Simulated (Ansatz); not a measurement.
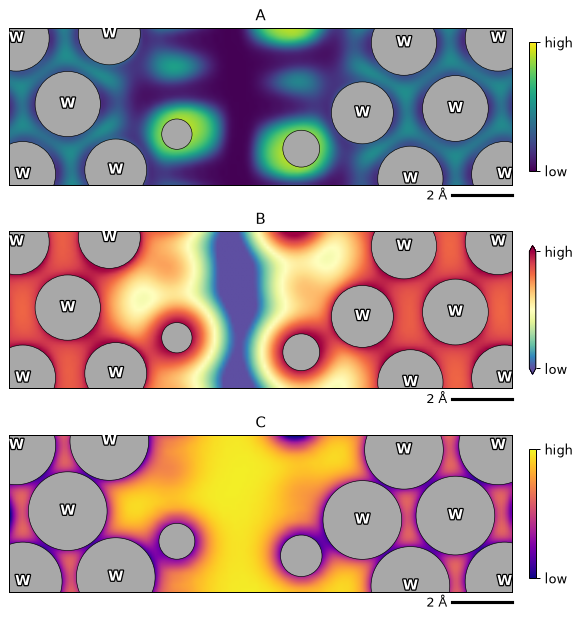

W₃Br: 3 fields on the (110) plane of the conventional cell, with unlabelled colour scales. Grey discs cover the atomic cores.

Space group P2₁/m; a generated structure, not necessarily the stable one; changed on purpose from its base cell (the structure that the rattled cell fell into).

Method: Ansatz 0.2.0, DFT PBE, scalar-relativistic, plane waves, PAW.

```
CELL_PARAMETERS angstrom
3.26434 0.00000 0.00313
0.00000 3.15663 0.00000
-1.06621 0.00000 16.01694
ATOMIC_POSITIONS crystal
W 0.82787 0.25000 0.24180
W 0.29779 0.75000 0.14841
W 0.17213 0.75000 0.75820
W 0.23459 0.75000 0.95213
W 0.76541 0.25000 0.04787
W 0.70221 0.25000 0.85159
Br 0.86859 0.75000 0.36919
Br 0.13141 0.25000 0.63081
```

Q: Match the panels to the quantities (electron localisation function, electrostatic potential energy of an electron and valence pseudo-density).

A: Panel A: electron localisation function. Panel B: valence pseudo-density. Panel C: electrostatic potential energy of an electron (low next to the atoms, rising into the space between them). From the grid: W–W (2.78 Å): ρ is about 0.38 e/Å³ halfway; the ELF is about 0.35 at the midpoint.
